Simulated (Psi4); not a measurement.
# CH2AlN (SMILES N#[C][AlH2]): MP3/aug-cc-pVDZ

Aim: the vertical ionisation energy of CH2AlN at MP3/aug-cc-pVDZ, from 2 runs. 

The calculation is run with Psi4 1.11.

1 further run of the same task is left out (it didn't finish).

## Step 1: The system as given

CH2AlN has 5 atoms, charge 0, and is taken as a singlet. SMILES: `N#[C][AlH2]`. The shape is that of a PBE0-D4/def2-TZVP optimisation.

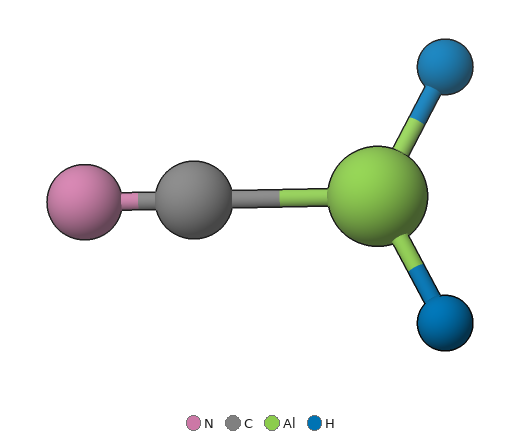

The structure, seen from a chosen angle (nitrogen pink, carbon grey, aluminium green, hydrogen blue).

## Step 2: A single-point energy at MP3/aug-cc-pVDZ

The input, run.py:

```python
import numpy as np
from ase.calculators.psi4 import Psi4
from ase import Atoms

atoms = Atoms(['N', 'C', 'Al', 'H', 'H'], positions=[
    [1.382300, -1.346000, 1.394200],
    [0.714200, -0.698000, 0.711800],
    [-0.407200, 0.390000, -0.434600],
    [-1.629700, -0.322900, -1.120200],
    [-0.009700, 1.903200, -0.592600],
])
calc = Psi4(atoms=atoms, method='mp3', basis='aug-cc-pVDZ', memory='2200MB', num_threads=1, charge=0, multiplicity=1, label='ch2aln')
calc.psi4.set_options({'puream': True, 'e_convergence': 1e-09, 'd_convergence': 1e-08, 'scf_type': 'pk', 'num_frozen_docc': 7, 'mp_type': 'conv'})
atoms.calc = calc

print(f'energy: {atoms.get_potential_energy():.6f} eV')
```

Command:

```bash
$ python run.py
```

ch2aln.dat:

```text
[...]
  Running in c1 symmetry.
[...]
  Nuclear repulsion =   69.014155576228063
[...]
  Multiplicity = 1
[...]
  Nalpha       = 14
  Nbeta        = 14
[...]
    Number of basis functions: 91
[...]
   @RHF iter   1:  -335.35550745908427   -1.25868e+00   3.11643e-03 ADIIS/DIIS
[...]
   @RHF iter  11:  -335.40501160021756   -5.79803e-12   3.06658e-09 DIIS
[...]
    Orbital Energies [Eh]
    ---------------------
    Doubly Occupied:
       1A    -58.529890     2A    -15.592016     3A    -11.252782
       4A     -4.943548     5A     -3.258768     6A     -3.256678
       7A     -3.255404     8A     -1.220774     9A     -0.700836
      10A     -0.573794    11A     -0.512837    12A     -0.489382
      13A     -0.476499    14A     -0.453978
[...]
  @RHF Final Energy:  -335.40501160021756
   => Energetics <=
    Nuclear Repulsion Energy =             69.0141555762280632
    One-Electron Energy =                -599.8039646876180768
    Two-Electron Energy =                 195.3847975111724793
    Total Energy =                       -335.4050116002175628
[...]
 Multipole Moments:
 ------------------------------------------------------------------------------------
     Multipole            Electronic (a.u.)      Nuclear  (a.u.)        Total (a.u.)
 ------------------------------------------------------------------------------------
 L = 1.  Multiply by 2.5417464519 to convert [e a0] to [Debye]
 Dipole X            :          0.5913459           -1.4258200           -0.8344741
 Dipole Y            :         -0.5735694            1.3831863            0.8096169
 Dipole Z            :          0.6050651           -1.4576532           -0.8525881
 Magnitude           :                                                    1.4417812
[...]
	SCS-MP2 Total Energy (a.u.)        :  -335.75742307458978
	SOS-MP2 Total Energy (a.u.)        :  -335.75704169147554
[...]
	SOS-PI-MP2 Total Energy (a.u.)     :  -335.78412092926459
[...]
	MP2 Total Energy (a.u.)            :  -335.75818584081804
[...]
	SCS-MP3 Total Energy (a.u.)        :  -335.76050258284135
[...]
	MP3 Total Energy (a.u.)            :  -335.77050387382434
[...]
```

The script printed:

```text
energy: -9136.780797 eV
```

Wall time 26 s (1 thread of Intel Xeon at 2.50GHz (Skylake/Cascade Lake), shared host); peak memory 0.78 GiB.

## Step 3: The doublet cation at the same level

The input, ch2aln.py:

```python
import psi4

psi4.set_memory(2200000000)
psi4.set_num_threads(1)
psi4.set_output_file('ch2aln.out', False)

geom = psi4.geometry("""
1 2
N      1.382300    -1.346000     1.394200
C      0.714200    -0.698000     0.711800
Al    -0.407200     0.390000    -0.434600
H     -1.629700    -0.322900    -1.120200
H     -0.009700     1.903200    -0.592600
units angstrom
symmetry c1
""")

options = {'basis': 'aug-cc-pVDZ', 'reference': 'uhf', 'puream': True, 'e_convergence': 1e-09, 'd_convergence': 1e-08, 'scf_type': 'pk', 'num_frozen_docc': 7, 'maxiter': 100, 'mp_type': 'conv'}
psi4.set_options(options)

E = psi4.energy('mp3', molecule=geom)
print(f'mp3 energy: {E:.10f} Eh')
```

Command:

```bash
$ python ch2aln.py
```

ch2aln.out:

```text
[...]
  Running in c1 symmetry.
[...]
  Nuclear repulsion =   69.014155576228063
[...]
  Multiplicity = 2
[...]
  Nalpha       = 14
  Nbeta        = 13
[...]
    Number of basis functions: 91
[...]
   @UHF iter   1:  -334.88160369654827   -7.84777e-01   3.71500e-03 DIIS/ADIIS
[...]
   @UHF iter  22:  -334.98573008864491   -8.58336e-12   4.29707e-09 DIIS
[...]
   @S^2 Observed:                9.746248996E-01
[...]
    Orbital Energies [Eh]
    ---------------------
    Alpha Occupied:
       1A    -58.820341     2A    -15.805694     3A    -11.445573
       4A     -5.229280     5A     -3.547394     6A     -3.542898
       7A     -3.540725     8A     -1.439340     9A     -0.949834
      10A     -0.850432    11A     -0.844192    12A     -0.745379
      13A     -0.694082    14A     -0.684471
    Alpha Virtual:
      15A     -0.206401    16A     -0.124172    17A     -0.103349
      18A     -0.098898    19A     -0.097329    20A     -0.079074
      21A     -0.071133    22A     -0.049272    23A     -0.045937
      24A     -0.040389    25A     -0.023539    26A     -0.018960
[...]
  @UHF Final Energy:  -334.98573008864491
   => Energetics <=
    Nuclear Repulsion Energy =             69.0141555762280632
    One-Electron Energy =                -592.8746583521575531
    Two-Electron Energy =                 188.8747726872845760
    Total Energy =                       -334.9857300886449138
  UHF NO Occupations:
  HONO-2 :   12  A 1.9567857
  HONO-1 :   13  A 1.9541132
[...]
 Multipole Moments:
 ------------------------------------------------------------------------------------
     Multipole            Electronic (a.u.)      Nuclear  (a.u.)        Total (a.u.)
 ------------------------------------------------------------------------------------
 L = 1.  Multiply by 2.5417464519 to convert [e a0] to [Debye]
 Dipole X            :         -0.6327016           -1.4258200           -2.0585217
 Dipole Y            :          0.6130403            1.3831863            1.9962266
 Dipole Z            :         -0.6459888           -1.4576532           -2.1036420
 Magnitude           :                                                    3.5563664
[...]
	SCS-MP2 Total Energy (a.u.)        :  -335.30178778628783
	SOS-MP2 Total Energy (a.u.)        :  -335.29931716032945
[...]
	SOS-PI-MP2 Total Energy (a.u.)     :  -335.32343924276671
[...]
	MP2 Total Energy (a.u.)            :  -335.30672903820442
[...]
	SCS-MP3 Total Energy (a.u.)        :  -335.30519808827160
[...]
	MP3 Total Energy (a.u.)            :  -335.32037024613953
[...]
```

Standard output:

```text
mp3 energy: -335.3203702461 Eh
```

It took 43 s on 1 thread of Intel Xeon at 2.50GHz (Skylake/Cascade Lake), shared host; peak memory 0.8 GiB.

## Step 4: Outcome

Level: MP3/aug-cc-pVDZ, 7 core orbitals frozen.

| quantity | value |
| --- | --- |
| singlet CH2AlN: total energy | -335.77050 Eh |
| singlet CH2AlN: HOMO energy (Hartree–Fock orbitals) | -12.35 eV |
| singlet CH2AlN: LUMO energy (Hartree–Fock orbitals) | -0.02 eV |
| singlet CH2AlN: HOMO–LUMO gap (Hartree–Fock orbitals) | 12.34 eV |
| singlet CH2AlN: correlation energy (7 core orbitals frozen) | -365.5 mEh |
| doublet cation: total energy | -335.32037 Eh |
| doublet cation: HOMO energy (Hartree–Fock orbitals) (highest over α and β) | -17.39 eV |
| doublet cation: LUMO energy (Hartree–Fock orbitals) (lowest over α and β) | -10.43 eV |
| doublet cation: correlation energy (7 core orbitals frozen) | -334.6 mEh |
| doublet cation: ⟨S²⟩ of the reference determinant | 0.975 |
| vertical ionisation energy (to the doublet cation) | 12.249 eV |

**Reading.** The vertical ionisation energy comes to 12.25 eV (282 kcal/mol). ⟨S²⟩ (doublet cation) is 0.97 where a pure doublet has 0.75: the reference is spin-contaminated.
